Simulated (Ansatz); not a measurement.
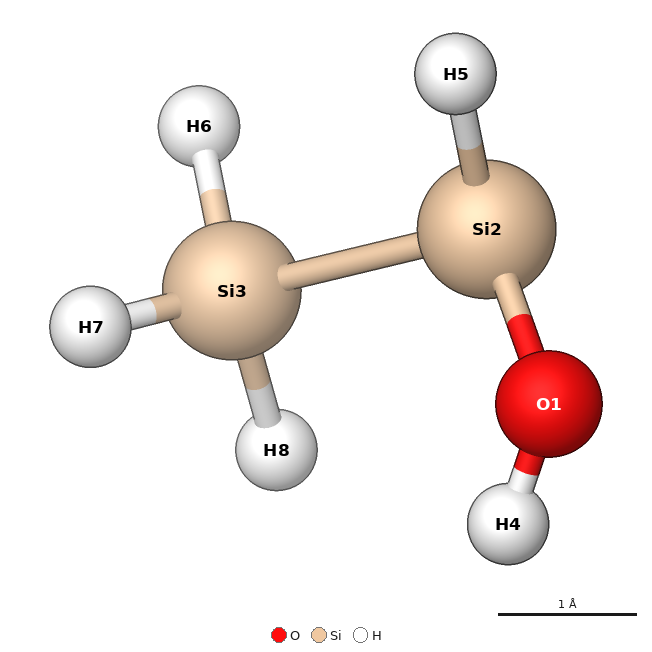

Simulated data, not a measurement (program: Ansatz).

Charge 0, doublet. Geometry: moved along internal coordinates away from the minimum.

**Describe the coordination of atom 3.**

Si3 has 4 neighbours (Si2 at 2.34, H6 at 1.49, H7 at 1.22, H8 at 1.49 Å); the arrangement is tetrahedral.

**What is the geometry at O1?**

O1 has 2 neighbours (Si2 at 1.66, H4 at 0.96 Å); the arrangement is bent.

**Describe the coordination of atom 2.**

Si2 has 3 neighbours (O1 at 1.66, Si3 at 2.34, H5 at 1.49 Å); the arrangement is trigonal pyramidal.
